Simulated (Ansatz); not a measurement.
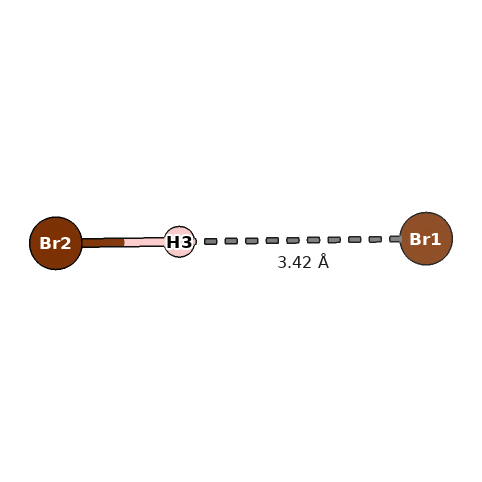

Two molecules or ions; the broken line marks their closest contact (measured against van der Waals radii). Charge −1, singlet. Geometry: a pair of rigid molecules at a changed separation. Program: Ansatz 0.2.0.

Q: Which two species are they?

A: Br and HBr (`Br.[Br-]`).

Give the counterpoise-corrected interaction energy (kJ/mol, monomers kept as in the pair) with RHF-CCSD(T) (frozen core)/def2-TZVPPD; ωB97M-V/def2-TZVPPD.

| level | interaction energy (kJ/mol) |
| --- | --- |
| RHF-CCSD(T) (frozen core)/def2-TZVPPD | −39.7 |
| ωB97M-V/def2-TZVPPD | −42.9 |
